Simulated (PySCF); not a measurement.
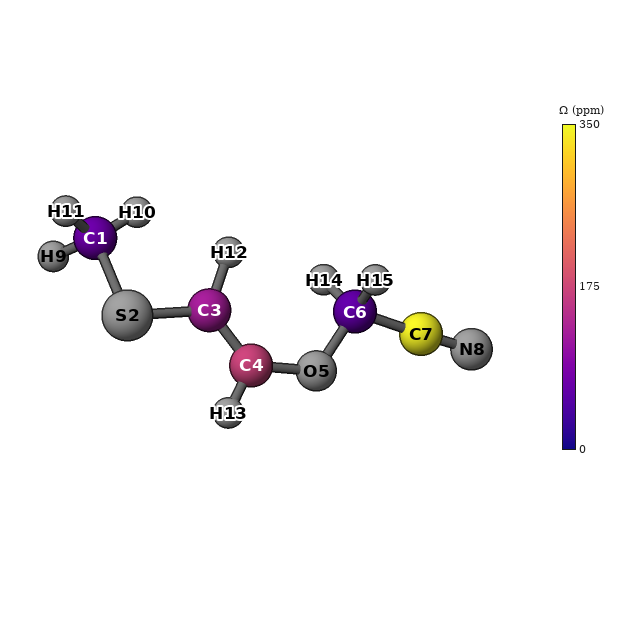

The C atoms are coloured by the span of their shielding tensor. Geometry: a frame of a GFN2-xTB molecular-dynamics simulation, not a minimum. Method: GIAO PBE0/pcSseg-1 NMR shielding, non-relativistic, gas phase (PySCF 2.14.0). Principal shieldings σ11 ≤ σ22 ≤ σ33, span Ω = σ33 − σ11, skew κ = 3(σiso − σ22)/Ω.

> Which C atom has the most anisotropic shielding?

C7, with a span of 342 ppm.

Give the shielding tensors of the C atoms.

| atom | σ11 | σ22 | σ33 | σiso | Ω | κ |
| --- | --- | --- | --- | --- | --- | --- |
| C1 | 118.3 | 167.9 | 189.5 | 158.6 | 71.3 | −0.39 |
| C3 | −11.3 | 87.8 | 115.3 | 64.0 | 126.6 | −0.56 |
| C4 | −64.4 | 78.6 | 107.8 | 40.7 | 172.2 | −0.66 |
| C6 | 104.5 | 111.9 | 167.8 | 128.1 | 63.3 | 0.77 |
| C7 | −48.1 | −46.8 | 294.1 | 66.4 | 342.2 | 0.99 |

Shieldings and span in ppm.
